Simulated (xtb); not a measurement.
Property calculation, with input and output: InSi₂H₇

InSi₂H₇, computed with GFN1-xTB (xtb 6.7.1).

The geometry comes from this level: PBE0-D4/def2-TZVP.

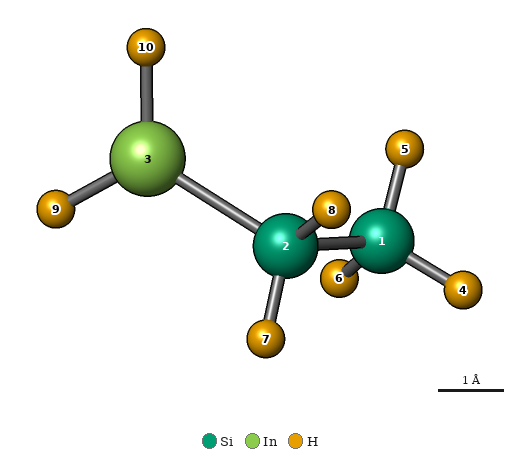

Fig. 1: The structure as given in the input (ball-and-stick view, seen at a tilt; atoms are numbered from 1 in the order of the input). Sticks mark near contacts. Bond lengths as drawn: H–In 1.73 Å, H–Si 1.49 Å, In–Si 2.57 Å and Si–Si 2.34 Å.

## The input (geo.gen)
```
10 C
 Si In H
   1  1     -1.45090000      0.73230000     -0.82160000
   2  1      0.02310000     -0.98270000     -0.22240000
   3  2      1.88480000     -0.06270000      1.29310000
   4  3     -2.54110000      0.24870000     -1.71150000
   5  3     -0.70770000      1.81210000     -1.52750000
   6  3     -2.06570000      1.32050000      0.40050000
   7  3     -0.76130000     -2.05690000      0.45180000
   8  3      0.58870000     -1.55790000     -1.47730000
   9  3      1.76140000     -0.16090000      3.01390000
  10  3      3.26880000      0.70750000      0.60110000
```

## File xtb.inp
```
$scc
   broydamp=0.1
$end
```

Hardware: 1 thread of Arm Neoverse V1, 24 GiB of memory available, shared host.

Launch command:
```bash
xtb --gfn 1 --acc 10 --iterations 500 --input xtb.inp --lmo --parallel 1 -- geo.gen > out.txt 2> xtb.err
```

## Log
```
* xtb version 6.7.1
   ID    Z sym.   atoms
    1   14 Si     1, 2
    2   49 In     3
    3    1 H      4-10

           -------------------------------------------------
          |                Calculation Setup                |
           -------------------------------------------------

          program call               : xtb --gfn 1 --acc 10 --iterations 500 --input xtb.inp --lmo --parallel 1 -- geo.gen
          coordinate file            : geo.gen
          omp threads                :                     1

           -------------------------------------------------
          |                 G F N 1 - x T B                 |
           -------------------------------------------------

      * Hamiltonian:
        H0-scaling (s, p, d)           1.850000    2.250000    2.000000
        zeta-weighting                 0.000000
      * Dispersion:
        s8                             2.400000
        a1                             0.630000
        a2                             5.000000
        s9                             0.000000
      * Repulsion:
        kExp                           1.500000
        rExp                           1.000000
      * Coulomb:
        alpha                          2.000000
        third order                    atomic
        anisotropic                    false
      * Halogen bond correction:
        rad-scale                      1.300000
        damping                        0.440000

          ...................................................
          :                      SETUP                      :
          :.................................................:
          :  # basis functions                  44          :
          :  # atomic orbitals                  41          :
          :  # shells                           23          :
          :  # electrons                        18          :
          :  # halogen bonds                     0          :
          :  max. iterations                   500          :
          :  Hamiltonian                  GFN1-xTB          :
          :  restarted?                      false          :
          :  GBSA solvation                  false          :
          :  PC potential                    false          :
          :  electronic temp.          300.0000000     K    :
          :  accuracy                   10.0000000          :
          :  -> integral cutoff          0.2000000E+02      :
          :  -> integral neglect         0.1000000E-06      :
          :  -> SCF convergence          0.1000000E-04 Eh   :
          :  -> wf. convergence          0.2000000E-03 e    :
          :  Broyden damping             0.1000000          :
          :  net charge                          0          :
          :  unpaired electrons                  0          :
          ...................................................

 iter      E             dE          RMSdq      gap      omega  full diag
   1     -9.0012648 -0.900126E+01  0.419E+00    4.16       0.0  T
   2     -9.0105920 -0.932717E-02  0.371E+00    4.04       1.0  T
   3     -9.0187475 -0.815555E-02  0.116E+00    3.08       1.0  T
   4     -9.0173477  0.139985E-02  0.121E+00    3.05       1.0  T
   5     -9.0295923 -0.122446E-01  0.147E-01    3.49       1.0  T
   6     -9.0295188  0.734724E-04  0.113E-01    3.54       1.0  T
   7     -9.0296604 -0.141628E-03  0.335E-02    3.51       1.0  T
   8     -9.0296625 -0.203642E-05  0.295E-02    3.51       1.1  T
   9     -9.0296662 -0.371631E-05  0.156E-02    3.50       2.0  T
  10     -9.0296674 -0.120871E-05  0.417E-03    3.50       7.6  T
  11     -9.0296675 -0.707265E-07  0.250E-03    3.50      12.6  T
  12     -9.0296675 -0.315727E-07  0.562E-04    3.50      56.3  T
  13     -9.0296675 -0.137313E-08  0.246E-04    3.50     128.6  T

   *** convergence criteria satisfied after 13 iterations ***

         #    Occupation            Energy/Eh            Energy/eV
      -------------------------------------------------------------
         1        2.0000           -0.6838616             -18.6088
       ...           ...                  ...                  ...
         3        2.0000           -0.5990757             -16.3017
         4        2.0000           -0.4816780             -13.1071
         5        2.0000           -0.4762949             -12.9606
         6        2.0000           -0.4752580             -12.9324
         7        2.0000           -0.4377421             -11.9116
         8        2.0000           -0.4269455             -11.6178
         9        2.0000           -0.3862362             -10.5100 (HOMO)
        10                         -0.2576403              -7.0107 (LUMO)
        11                         -0.2533991              -6.8953
        12                         -0.2225734              -6.0565
        13                         -0.2141796              -5.8281
        14                         -0.2039780              -5.5505
       ...                                ...                  ...
        41                          1.5229281              41.4410
      -------------------------------------------------------------
                  HL-Gap            0.1285959 Eh            3.4993 eV
             Fermi-level           -0.3219382 Eh           -8.7604 eV

 localization/xTB-IFF output generation
 averaging CT terms over            1  occ. levels
 averaging CT terms over            2  virt. levels
 dipole moment (au) with gauge at origin
     X       Y       Z
   0.1921  -0.0121   0.1418  total (Debye):    0.608
cpu  time for init local
 initialization of trafo matrix to unity

 converged in      9 iterations, threshold :   0.69355540D-06
 lmo centers(Z=2) and atoms on file <lmocent.coord>
 LMO Fii/eV  ncent    charge center   contributions...
    1 sigma -14.15   2.05  -1.15315  -3.47420   0.60516    7  H :  0.54    2  Si:  0.45
    2 sigma -14.15   2.05   0.89843  -2.71499  -2.32664    8  H :  0.54    2  Si:  0.45
    3 sigma -14.06   2.02  -1.59156   3.01414  -2.61999    5  H :  0.54    1  Si:  0.45
    4 sigma -14.06   2.02  -3.66148   2.26547   0.31863    6  H :  0.54    1  Si:  0.45
    5 sigma -14.05   2.02  -4.37774   0.63438  -2.89428    4  H :  0.54    1  Si:  0.46
    6 sigma -14.02   2.09   3.36126  -0.26267   4.80419    9  H :  0.53    3  In:  0.44
    7 sigma -14.01   2.09   5.45062   0.93944   1.46304   10  H :  0.53    3  In:  0.44
    8 sigma -13.84   2.21   1.83297  -0.95378   1.04985    2  Si:  0.50    3  In:  0.45
    9 sigma -13.16   1.97  -1.34080  -0.26998  -0.98646    1  Si:  0.50    2  Si:  0.50
 files:
 coordprot.0/xtbscreen.xyz/xtblmoinfo/lmocent.coord
 with protonation site input, xtbdock and
 LMO center info written

 SCC (total)                   0 d,  0 h,  0 min,  0.014 sec
 SCC setup                      ...        0 min,  0.000 sec (  0.604%)
 Dispersion                     ...        0 min,  0.000 sec (  0.252%)
 classical contributions        ...        0 min,  0.000 sec (  0.062%)
 integral evaluation            ...        0 min,  0.002 sec ( 14.786%)
 iterations                     ...        0 min,  0.005 sec ( 32.039%)
 molecular gradient             ...        0 min,  0.004 sec ( 25.387%)
 printout                       ...        0 min,  0.004 sec ( 26.639%)

         :::::::::::::::::::::::::::::::::::::::::::::::::::::
         ::                     SUMMARY                     ::
         :::::::::::::::::::::::::::::::::::::::::::::::::::::
         :: total energy              -8.969561626626 Eh    ::
         :: gradient norm              0.026896527248 Eh/a0 ::
         :: HOMO-LUMO gap              3.499271212779 eV    ::
         ::.................................................::
         :: SCC energy                -9.029667493067 Eh    ::
         :: -> electrostatic           0.011912687453 Eh    ::
         :: repulsion energy           0.063397081394 Eh    ::
         :: dispersion energy         -0.003291214952 Eh    ::
         :: halogen bond corr.         0.000000000000 Eh    ::
         :: add. restraining           0.000000000000 Eh    ::
         :: total charge              -0.000000000000 e     ::
         :::::::::::::::::::::::::::::::::::::::::::::::::::::

           -------------------------------------------------
          |                Property Printout                |
           -------------------------------------------------

    * Orbital Energies and Occupations

         #    Occupation            Energy/Eh            Energy/eV
      -------------------------------------------------------------
         1        2.0000           -0.6838616             -18.6088
         2        2.0000           -0.6448633             -17.5476
         3        2.0000           -0.5990757             -16.3017
         4        2.0000           -0.4816780             -13.1071
         5        2.0000           -0.4762949             -12.9606
         6        2.0000           -0.4752580             -12.9324
         7        2.0000           -0.4377421             -11.9116
         8        2.0000           -0.4269455             -11.6178
         9        2.0000           -0.3862362             -10.5100 (HOMO)
        10                         -0.2576403              -7.0107 (LUMO)
        11                         -0.2533991              -6.8953
        12                         -0.2225734              -6.0565
        13                         -0.2141796              -5.8281
        14                         -0.2039780              -5.5505
        15                         -0.1739516              -4.7335
        16                         -0.1521689              -4.1407
        17                         -0.1367574              -3.7214
        18                         -0.1229772              -3.3464
        19                         -0.1213492              -3.3021
        20                         -0.0972560              -2.6465
       ...                                ...                  ...
        41                          1.5229281              41.4410
      -------------------------------------------------------------
                  HL-Gap            0.1285959 Eh            3.4993 eV
             Fermi-level           -0.3219382 Eh           -8.7604 eV

  Mulliken/CM5 charges         n(s)   n(p)   n(d)
     1      0.15767 -0.08257   1.351  2.050  0.441
     2      0.06634 -0.13608   1.367  2.174  0.393
     3      0.34519  0.30073   1.541  1.100  0.014
     4     -0.06517  0.01487   1.065  0.000  0.000
     5     -0.06797  0.01211   1.068  0.000  0.000
     6     -0.06841  0.01161   1.068  0.000  0.000
     7     -0.06432  0.01597   1.064  0.000  0.000
     8     -0.06442  0.01579   1.064  0.000  0.000
     9     -0.11923 -0.07599   1.119  0.000  0.000
    10     -0.11967 -0.07646   1.120  0.000  0.000

Wiberg/Mayer (AO) data.
largest (>0.10) Wiberg bond orders for each atom

 ---------------------------------------------------------------------------
     #   Z sym  total        # sym  WBO       # sym  WBO       # sym  WBO
 ---------------------------------------------------------------------------
     1  14      3.984 --     2      1.088     6      0.912     5      0.912
                             4      0.912
     2  14      4.019 --     1      1.088     7      0.893     8      0.893
                             3      0.745    10      0.126     9      0.126
     3  49      2.313 --    10      0.752     9      0.751     2      0.745
     4   1      0.988 --     1      0.912
     5   1      0.991 --     1      0.912
     6   1      0.991 --     1      0.912
     7   1      0.989 --     2      0.893
     8   1      0.989 --     2      0.893
     9   1      0.989 --     3      0.751     2      0.126
    10   1      0.989 --     3      0.752     2      0.126
 ---------------------------------------------------------------------------

Topologies differ in total number of bonds
Writing topology from bond orders to xtbtopo.mol

 dipole moment from electron density (au)
     X       Y       Z
   0.1921  -0.0121   0.1418  total (Debye):    0.608

           -------------------------------------------------
          | TOTAL ENERGY               -8.969561626626 Eh   |
          | GRADIENT NORM               0.026896527248 Eh/α |
          | HOMO-LUMO GAP               3.499271212779 eV   |
           -------------------------------------------------

------------------------------------------------------------------------
------------------------------------------------------------------------
 total:
 *  cpu-time:     0 d,  0 h,  0 min,  0.021 sec
 * ratio c/w:     1.000 speedup
 SCF:
 *  cpu-time:     0 d,  0 h,  0 min,  0.014 sec
 * ratio c/w:     1.000 speedup
```

## File xtblmoinfo
```
10
14       -2.7418036342        1.3838464411       -1.5525989840  0.1576505131E+00
14        0.0436526735       -1.8570338627       -0.4202750901  0.6630239230E-01
49        3.5617557997       -0.1184858280        2.4436048517  0.3452022982E+00
 1       -4.8019830553        0.4699748872       -3.2342662623 -0.6516073779E-01
 1       -1.3373591784        3.4243727104       -2.8865566554 -0.6796859094E-01
 1       -3.9036072556        2.4953833476        0.7568353129 -0.6840568458E-01
 1       -1.4386484987       -3.8869776657        0.8537782631 -0.6431313662E-01
 1        1.1124817696       -2.9440043295       -2.7916924039 -0.6441707995E-01
 1        3.3285635959       -0.3040569335        5.6954455670 -0.1192253124E+00
 1        6.1771367562        1.3369812332        1.1359143735 -0.1196646613E+00
    9    0.23909491   -0.25551970   -0.38623617   -9.02966749
 1       -1.1531453133       -3.4742019176        0.6051603556
 1        0.8984274268       -2.7149908543       -2.3266379833
 1       -1.5915590525        3.0141413212       -2.6199908257
 1       -3.6614840031        2.2654707432        0.3186275065
 1       -4.3777356148        0.6343811750       -2.8942775726
 1        3.3612587452       -0.2626710534        4.8041868210
 1        5.4506177902        0.9394362569        1.4630417824
 1        1.8329713345       -0.9537749887        1.0498455763
 1       -1.3407951593       -0.2699840069       -0.9864593148
  0.183509  0.389671  0.185105  0.024217  0.007595  0.007372  0.004078  0.004275  0.098936  0.095242
  0.379440  0.443739  0.083713  0.013580  0.013293  0.012683  0.016640  0.017519  0.010610  0.008784
```

## Standard error
```
normal termination of xtb
```

## Summary

- outcome: converged
- electrons treated: 18
- total energy: −8.969562 hartree
- dispersion energy: −0.003291 hartree
- basis functions: 44
- HOMO: −10.51 eV
- LUMO: −7.01 eV
- dipole moment: 0.61 D
- peak memory: 0.075 GiB

## Remarks

Settings chosen away from the usual ones: method = gfn1-xtb; task = lmo; x = {"accuracy": 10, "max_iter": 500, "broyden_damping": 0.1}; partner = base. These settings are looser than, or depart from, a standard set-up, so the numbers are not reference values for this system.
